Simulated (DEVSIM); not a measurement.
Device: Pd/AlN/SiO2/p-Si capacitor, at 300 K.

```
layer (left to right)  material  thickness (nm)  Na (cm⁻³)
---------------------  --------  --------------  ---------
1                           AlN            2.70          -
2                          SiO2           0.590          -
3                            Si            1400     1.7e17
```

Metal gate on the left, work function 5.2 eV. Fixed charge at the semiconductor interface 0 cm⁻² (in units of +e); interface traps 3.4e11 cm⁻² eV⁻¹, uniform in energy, neutral level at 0.7 of the gap above the valence band.

This is a model device: material constants are rounded textbook-type values typed into the input, and sizes, dopings and lifetimes were drawn at random. Values at 300 K.

```tsv
parameter	AlN	SiO2	Si
gap (eV)	6.1	9	1.124
affinity (eV)	1.9	0.9	4.05
permittivity	8.5	3.9	11.7
Nc (cm⁻³)	-	-	2.86e19
Nv (cm⁻³)	-	-	3.1e19
```

Model (solved in DEVSIM): 1D Poisson equation in equilibrium, Boltzmann statistics, complete ionisation; no quantum confinement or tunnelling. Metal contacts follow the ideal Schottky-Mott rule: no Fermi-level pinning, no interface dipoles.

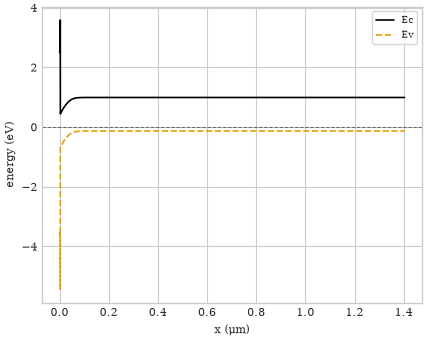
Figure: Band edges at 0.8 V on the gate

Energies count from the Fermi level of the right contact; mesh points crowd at the junctions.

| x (μm) | Ec (eV) | Ev (eV) | n (cm⁻³) | p (cm⁻³) | field (V/cm) |
|---|---|---|---|---|---|
| 0.000 | 2.500 | -3.600 | < 1e2 | < 1e2 | 220000 |
| 0.0008730 | 2.519 | -3.581 | < 1e2 | < 1e2 | 220000 |
| 0.001749 | 2.539 | -3.561 | < 1e2 | < 1e2 | 220000 |
| 0.002628 | 2.558 | -3.542 | < 1e2 | < 1e2 | 220000 |
| 0.003196 | 3.584 | -5.416 | < 1e2 | < 1e2 | 480000 |
| 0.004194 | 0.453 | -0.671 | 7.0e11 | 1.7e8 | 160000 |
| 0.006333 | 0.488 | -0.636 | 1.8e11 | 6.3e8 | 160000 |
| 0.01261 | 0.582 | -0.542 | 4.8e9 | 2.4e10 | 140000 |
| 0.02347 | 0.720 | -0.404 | 2.3e7 | 5.1e12 | 110000 |
| 0.04413 | 0.898 | -0.226 | 24000 | 4.9e15 | 59000 |
| 0.08762 | 0.987 | -0.137 | 740 | 1.6e17 | 2000 |
| 0.2153 | 0.989 | -0.135 | 680 | 1.7e17 | ≈ 0 |
| 0.4361 | 0.989 | -0.135 | 680 | 1.7e17 | ≈ 0 |
| 0.8125 | 0.989 | -0.135 | 680 | 1.7e17 | ≈ 0 |
| 1.175 | 0.989 | -0.135 | 680 | 1.7e17 | ≈ 0 |
| 1.288 | 0.989 | -0.135 | 680 | 1.7e17 | ≈ 0 |
| 1.347 | 0.989 | -0.135 | 680 | 1.7e17 | ≈ 0 |
| 1.375 | 0.989 | -0.135 | 680 | 1.7e17 | ≈ 0 |
| 1.393 | 0.989 | -0.135 | 680 | 1.7e17 | ≈ 0 |
| 1.399 | 0.989 | -0.135 | 680 | 1.7e17 | ≈ 0 |
| 1.402 | 0.989 | -0.135 | 680 | 1.7e17 | ≈ 0 |
| 1.403 | 0.989 | -0.135 | 680 | 1.7e17 | ≈ 0 |
